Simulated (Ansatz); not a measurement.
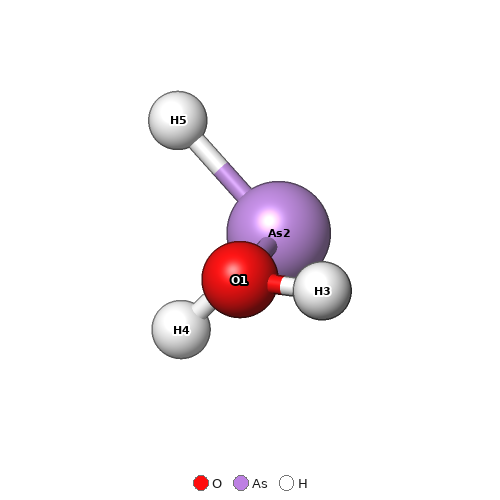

The system is AsH₃O, SMILES O[AsH2]; the picture shows the reference structure. Coordinates scanned: (1) umbrella angle at As2 (between each of its bonds and their common axis; 90 is planar); (2) change of the bonds As2–O1, As2–H4, As2–H5, all alike. Nothing is relaxed (all other coordinates rigid). The scan uses a 15 × 15 grid. Points are written as (first, second). Energies are in kJ/mol, from the lowest grid point. These are results of RKS B3LYP-D4/def2-TZVP in Ansatz, not measurements.

Its coordinates:

```yaml
atoms:
  - { symbol: O, position_ang: [0.3409, -0.6810, 0.8190] }
  - { symbol: As, position_ang: [0.0105, 0.1947, -0.7399] }
  - { symbol: H, position_ang: [0.9378, -1.4123, 0.6291] }
  - { symbol: H, position_ang: [-1.5038, 0.2974, -0.5380] }
  - { symbol: H, position_ang: [0.2146, 1.6011, -0.1703] }
```

Range: umbrella angle at As2 (between each of its bonds and their common axis; 90 is planar) from 45.8 to 134.2°; change of the bonds As2–O1, As2–H4, As2–H5, all alike from −0.179 to 0.277 Å.

Question: Predict the map.

Answer: The lowest grid point is at (58.4°, 0.016 Å); the map holds 2 wells of about this depth. The highest grid point, (90.0°, 0.277 Å), lies 436 kJ/mol above the lowest. On the interpolated surface the easiest way out of the lowest well to a well of about the same depth near (121.6°, −0.016 Å) passes a barrier of about 230 kJ/mol. Round the minimum the two coordinates are weakly coupled (coupling 0.10 in units of the two stiffnesses).

```csv
"second ↓, first →",45.8,52.1,58.4,64.7,71.0,77.4,83.7,90.0,96.3,102.6,109.0,115.3,121.6,127.9,134.2
0.277,190,146,134,150,192,259,346,436,375,284,211,163,140,144,177
0.244,168,122,108,125,168,237,325,406,352,261,187,137,114,118,153
0.211,147,98,84,101,145,216,305,376,329,239,164,113,89,95,132
0.179,130,78,63,80,125,197,285,349,307,219,143,91,67,74,113
0.146,114,60,43,60,106,179,265,322,284,200,123,71,47,55,97
0.114,102,45,27,44,90,163,247,298,264,182,106,54,30,39,84
0.081,94,33,14,30,77,149,231,276,245,167,91,39,16,26,74
0.049,90,26,5,20,67,139,217,259,229,155,80,28,6,18,69
0.016,91,23,0,15,61,132,206,244,217,146,73,22,0,14,69
−0.016,98,26,1,14,60,130,200,235,209,142,71,20,0,17,75
−0.049,113,36,8,20,65,133,200,231,207,144,74,25,6,26,89
−0.081,135,54,23,33,77,142,205,234,212,151,84,37,20,42,110
−0.114,168,81,47,55,97,160,219,246,225,167,103,57,43,68,141
−0.146,210,118,80,86,126,186,242,267,246,192,130,87,75,103,181
−0.179,266,168,126,130,167,225,277,300,280,229,170,129,120,152,236
```

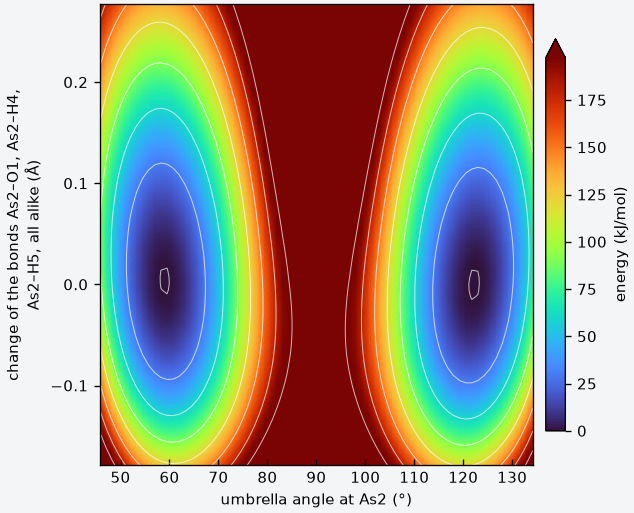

In the figure: a smooth colour map with a few white contour lines, one colour for all values above the top of the scale. Between grid points the surface is interpolated.

Time for the 225 points that were run: 15 min on 1 thread of Arm Neoverse N1 (shared host).
